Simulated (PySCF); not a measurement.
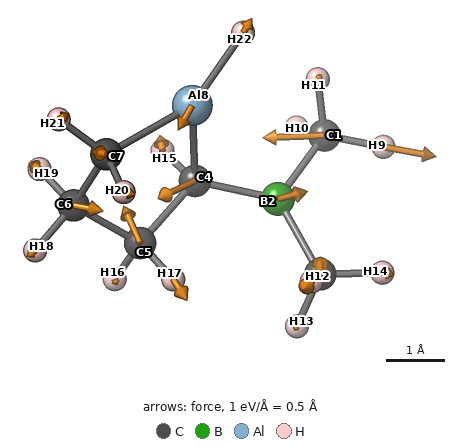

Starting geometry of C$_{6}$H$_{14}$AlB with the computed forces as orange arrows. The picture is a ball-and-stick view, seen at a tilt.

The start comes from GFN2-xTB. Its atoms were then displaced at random by about 0.01 Å.

Theory: PBE0-D3(BJ)/def2-SVP geometry optimisation, gas phase in PySCF. 

Q: What follows when this structure is relaxed?

A: It isn't relaxed: the largest force vector, on a C atom, is 2.18 eV/Å. The final displacements have little in common with the starting forces (cosine between the two patterns −0.03). The largest move after the best rigid fit is that of an H atom, 0.95 Å. By element the largest moves are H 0.95 Å, C 0.20 Å, Al 0.15 Å, B 0.09 Å. Near-neighbour distances that change, for instance: C–H 1.051 → 1.103 Å, Al–H 1.547 → 1.589 Å, Al–C 2.001 → 1.963 Å, C–C 1.571 → 1.535 Å. Among the angles between lasting bonds that change: Al–C–H 116.5° → 108.3°, B–C–Al 109.3° → 101.1°, B–C–H 107.8° → 114.6°. Groups turn about B–C by about 45°, B–C by about 45°. After 16 geometry steps the energy has fallen by 33.6 kJ/mol. Cost: 4.5 min on 1 thread of Arm Neoverse V2 (shared host).
